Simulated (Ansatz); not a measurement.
A series of calculations on C$_{2}$F$_{4}$

## 1. Relaxation

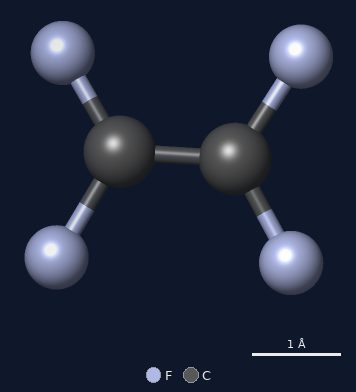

C2F4 (coarse preliminary run), before the relaxation. A ball-and-stick model, seen face on.

The calculation used RKS PBE-D4/def2-SVP (Ansatz).

The input:
```yaml
crystal:
  periodic: [false, false, false]
  atoms:
    - {symbol: F, position_ang: [1.243700, -1.113500, -0.762600]}
    - {symbol: C, position_ang: [0.192500, -0.643000, 0.025300]}
    - {symbol: F, position_ang: [-0.420900, -1.498800, 0.873000]}
    - {symbol: C, position_ang: [-0.137400, 0.638400, -0.036600]}
    - {symbol: F, position_ang: [0.374900, 1.480800, -0.911400]}
    - {symbol: F, position_ang: [-1.210700, 1.072000, 0.766200]}
basis:
  gaussian: {orbitals: def2-SVP}
hamiltonian: {xc: pbe, dispersion: d4}
relax: {f_tol: 0.03, max_steps: 250}
```

Question: What does the optimiser find from here?

Answer: The optimiser took 4 steps. The largest moves after the best rigid fit, 0.090 Å, are those of F3 and F6. By element the largest moves are F 0.090 Å, C 0.055 Å. Some distances before and after: C4–F6 1.409 → 1.325 Å, F1–C2 1.395 → 1.324 Å, C2–F3 1.352 → 1.324 Å, C2–C4 1.325 → 1.344 Å. Among the angles between lasting bonds that change: C2–C4–F6 117.4° → 123.0°, F1–C2–F3 118.8° → 113.9°, F1–C2–C4 119.2° → 123.2°. The run took about 15 core-seconds on a shared host.

The structure at the end:

```xyz
6

F     1.1833   -1.1480   -0.7190
C     0.2061   -0.6519    0.0244
F    -0.3431   -1.5335    0.8461
C    -0.1916    0.6303   -0.0428
F     0.3575    1.5178   -0.8575
F    -1.1701    1.1213    0.7027
```

After the run, drawn alike:

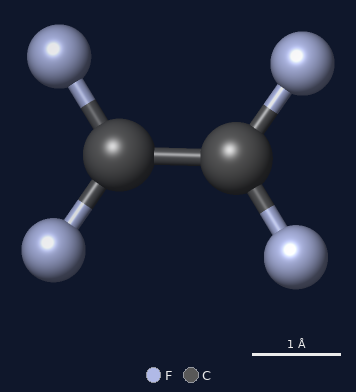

## 2. A change

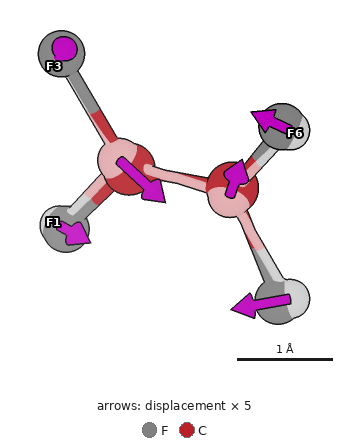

C2F4, drawn pale, and a changed version of it, drawn solid. The purple arrows show how the atoms are displaced, magnified 5 times. A ball-and-stick model, seen from a free direction.

All numbers below come from RHF-CCSD(T), frozen core/def2-TZVPP (Ansatz). 

**What was done to the structure, and with what result?**

All atoms are moved at random (σ = 0.12 Å) from the PBE0-D4/def2-TZVP minimum. The energy rises by 31.1 kcal/mol. The largest force is 11 eV/Å, on a C atom. The forces point partly back along the displacements (cosine −0.64). At other levels of theory the same distortion costs 29.4 kcal/mol (RKS PBE-D4/def2-TZVPP), 29.2 kcal/mol (RKS r2SCAN-D4/def2-TZVPP), 29.9 kcal/mol (RKS PBE0-D4/def2-TZVPP), 29.3 kcal/mol (RKS wB97M-V/def2-TZVPP). Near-neighbour distances before and after: C–F 1.310 → 1.223 to 1.501 Å, C–C 1.320 → 1.225 Å. Among the angles between lasting bonds that change: C–C–F 123.4° → 111.0°, F–C–C 123.4° → 113.7°.

## 3. Distortion

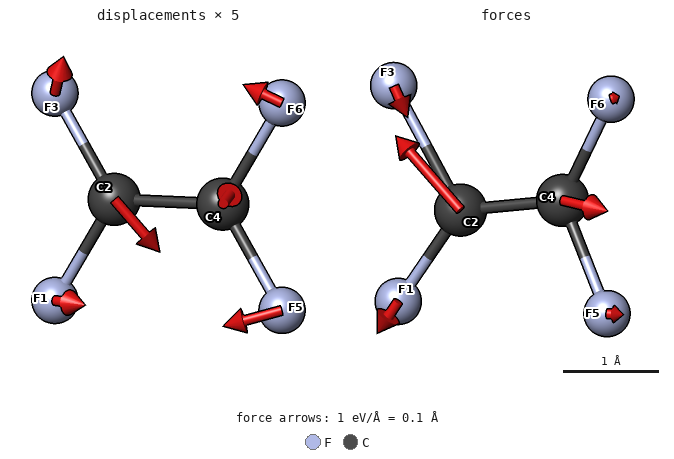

Left: C2F4, with red arrows for the displacements applied to it. Right: the displaced structure with the computed forces. Style: ball-and-stick. Shown at a tilt.

The calculation used Ansatz, RHF-CCSD(T), frozen core/def2-TZVPP. 

**Where do the forces point?**

All atoms are moved at random (σ = 0.12 Å) from the PBE0-D4/def2-TZVP minimum. The energy rises by 1.349 eV. The largest force is 11 eV/Å, on C2. The forces point partly back along the displacements (cosine −0.64). At other levels of theory the same distortion costs 1.276 eV (RKS PBE-D4/def2-TZVPP), 1.264 eV (RKS r2SCAN-D4/def2-TZVPP), 1.298 eV (RKS PBE0-D4/def2-TZVPP), 1.272 eV (RKS wB97M-V/def2-TZVPP). Near-neighbour distances before and after: C2–F3 1.310 → 1.501 Å, C2–C4 1.320 → 1.225 Å, F1–C2 1.310 → 1.223 Å, C4–F6 1.310 → 1.288 Å. Among the angles between lasting bonds that change: C2–C4–F5 123.4° → 111.0°, F3–C2–C4 123.4° → 113.7°.

## 4. Distortion

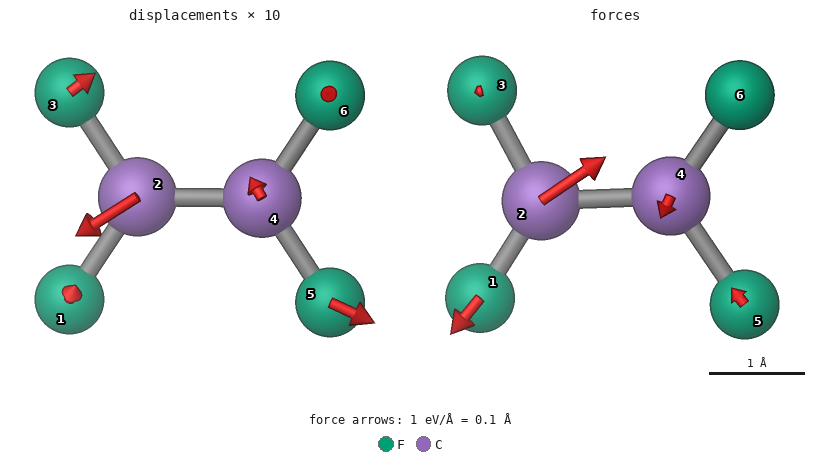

Left: C₂F₄, with red arrows for the displacements applied to it. Right: the displaced structure with the computed forces. A ball-and-stick model, seen at a tilt.

All numbers below come from RKS PBE0-D4/def2-TZVPP (Ansatz 0.2.0). 

Where do the forces point?

All atoms are moved at random (σ = 0.04 Å) from the PBE0-D4/def2-TZVP minimum. Energy change: +44.5 kJ/mol. The largest force is 8.4 eV/Å, on C2. The forces mostly point back along the displacements (cosine −0.82). At other levels of theory the same distortion costs 40.6 kJ/mol (RKS PBE-D4/def2-TZVPP), 43.2 kJ/mol (RKS r2SCAN-D4/def2-TZVPP), 46.5 kJ/mol (RKS wB97M-V/def2-TZVPP), 43.7 kJ/mol (RHF-CCSD(T), frozen core/def2-TZVPP). Among the bonded contacts that change: F1–C2 1.310 → 1.218 Å, C4–F5 1.310 → 1.382 Å, C2–C4 1.320 → 1.375 Å, C4–F6 1.310 → 1.304 Å. Bond angles that change, for instance: F3–C2–C4 123.4° → 115.6°, F1–C2–F3 113.3° → 119.7°.
